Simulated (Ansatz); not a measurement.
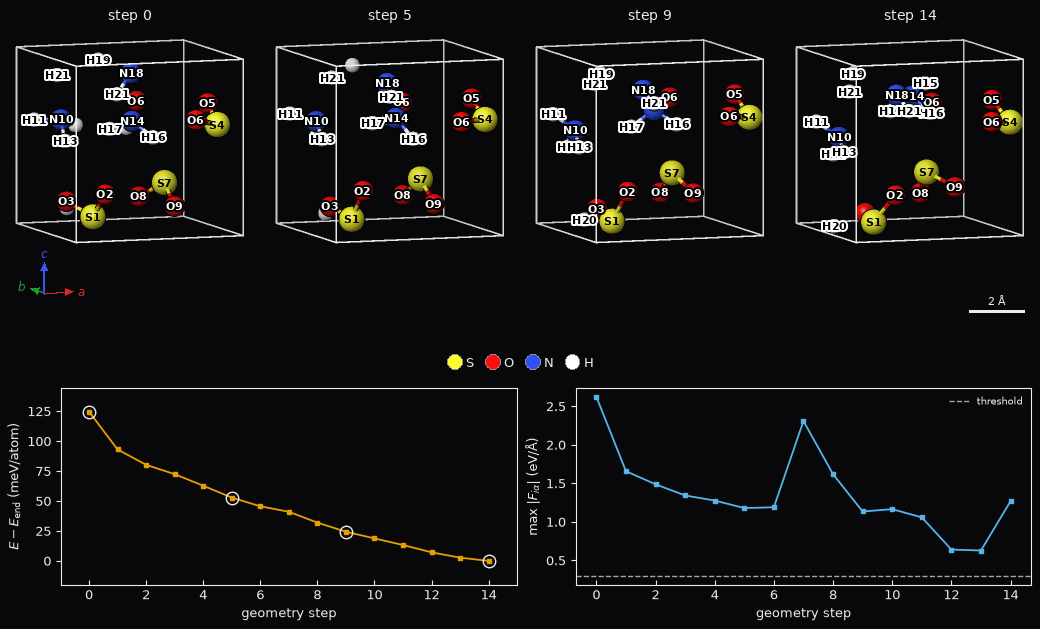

Frames of a relaxation of an amorphous cell of composition H₃SNO₂, marked on the history of the run. A ball-and-stick model of the cell of the calculation, seen slightly off an axis.

The cell holds 3 SO2 + 3 NH3. The run prepares the start of a later molecular dynamics calculation, from a guessed geometry.

Level of theory: DFT r2SCAN-D3(BJ), scalar-relativistic, plane waves, PAW in Ansatz. Settings: plane-wave cutoff 500 eV; k-point mesh 1 × 1 × 1; occupations fermi dirac; smearing width 0.05 eV; no spin polarisation; atoms relaxed in a fixed cell; force threshold 0.3 eV/Å; at most 15 steps.

What happens along the run?

Answer. The relaxation stopped without meeting its thresholds, so the last structure isn't shown to be converged. It used up its limit of 15 steps. The largest move is that of H15, 1.79 Å along [1 −1 3]. By element the largest moves are H 1.79 Å, N 1.01 Å, O 0.80 Å, S 0.77 Å. The lattice vectors keep their values. Near-neighbour distances that change, for instance: S4–N18 3.636 → 2.366 Å, S1–N14 3.310 → 2.453 Å, S1–O2 1.477 → 1.451 Å, S7–O8 1.477 → 1.456 Å. Among the angles between lasting bonds that change: O5–S4–O6 119.8° → 113.5°, O2–S1–O3 119.8° → 114.9°, H19–N18–H21 106.3° → 109.5°. Over 14 geometry steps the energy falls by 125 meV per atom. Largest force component: 2.6 eV/Å at the start, 1.3 eV/Å at the end. From step 0 to 5: H12 moves most (0.84 Å), energy −71.8 meV per atom. From step 5 to 9: H16 moves most (0.59 Å), energy −28.6 meV per atom. From step 9 to 14: H15 moves most (0.92 Å), energy −24.4 meV per atom.

```tsv
step	E − E(0), meV/atom	largest force component, eV/Å
0	0.00	2.6250
1	-31.59	1.6583
2	-44.43	1.4884
3	-52.22	1.3435
4	-61.88	1.2777
5	-71.79	1.1799
6	-79.07	1.1901
7	-83.66	2.3098
8	-92.70	1.6198
9	-100.35	1.1355
10	-105.90	1.1658
11	-111.43	1.0595
12	-117.53	0.6415
13	-121.99	0.6290
14	-124.74	1.2689
```

Limits of the set-up: the program's low-accuracy preset was used; the periodic images lie only 6.5 Å apart, so the values are limited by the cell's size.
